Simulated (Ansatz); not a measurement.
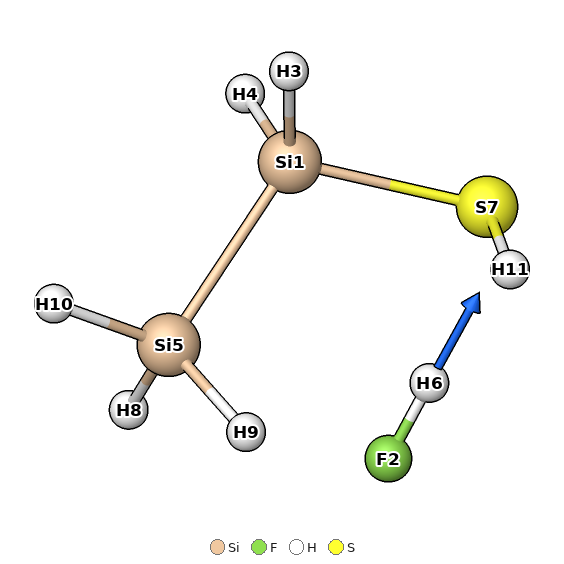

The arrows show one normal mode. Harmonic vibrations computed with RKS PBE0-D4/def2-TZVP (Ansatz 0.2.0) at a stationary point of the same level.

What kind of motion is it?

Mostly F–H stretching.

At what wavenumber does it lie?

3703 cm⁻¹; it is mode 27 of 27 counted from the lowest.
